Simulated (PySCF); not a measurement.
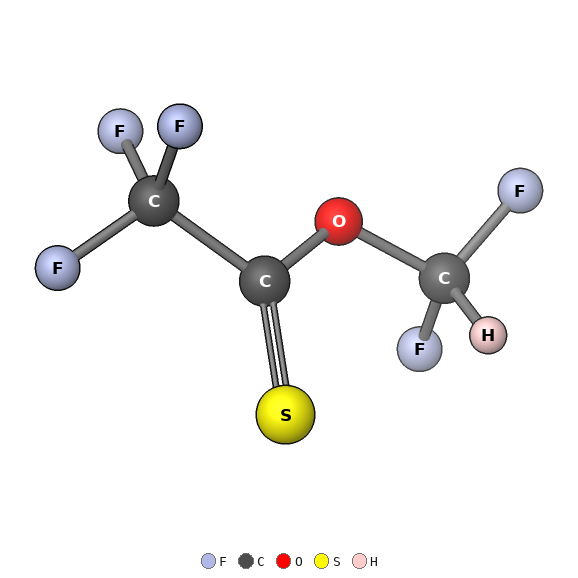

Orthographic view. Distant atoms are faded towards the background colour. Geometry: an image of a reaction path computed with GFN2-xTB, not a minimum.

Write the InChI string.

InChI=1S/C3HF5OS/c4-2(5)9-1(10)3(6,7)8/h2H
